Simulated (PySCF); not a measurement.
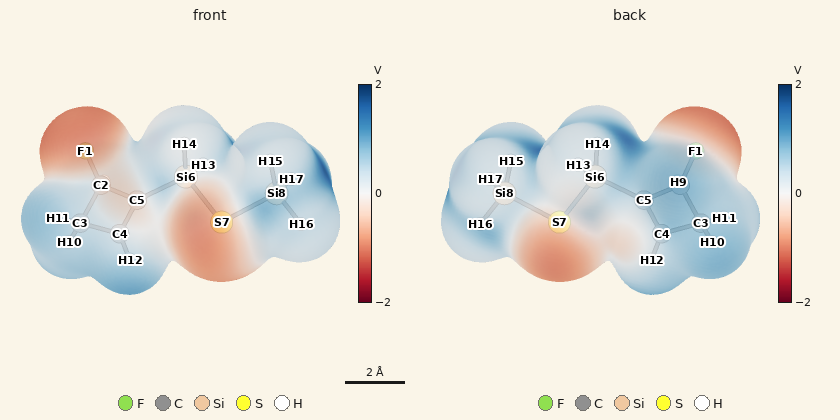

*C$_{4}$H$_{9}$FSSi$_{2}$. The molecular electrostatic potential painted on the density surface at 0.002 e/bohr³, seen from the front and from behind; red is negative and blue positive.*

Geometry: GFN2-xTB.

Method: PBE0/pcSseg-1, SCF density, gas phase, non-relativistic in PySCF.

```xyz
17

F    -2.3853   -2.0552    0.4572
C    -2.0741   -0.8337    1.0019
C    -3.0135    0.3284    0.6026
C    -1.7775    0.9632    0.0339
C    -0.9664   -0.0652    0.3150
Si    0.8103   -0.5247    0.0070
S     1.7040    1.2728   -0.7669
Si    3.7245    0.6772   -1.1585
H    -1.9456   -0.9944    2.0761
H    -3.5031    0.8495    1.4245
H    -3.7552    0.0368   -0.1390
H    -1.6138    1.9205   -0.4243
H     1.4826   -0.8869    1.2544
H     0.9448   -1.5864   -0.9858
H     3.7074   -0.4064   -2.1329
H     4.3354    1.8906   -1.6684
H     4.3184    0.2243    0.0933
```

> Describe the electrostatic potential map.

The most negative region (about −1.0 V, or −23 kcal/mol for a unit charge) lies over F1 and S7, the most positive (about +1.6 V, or +37 kcal/mol for a unit charge) over Si6 and Si8.
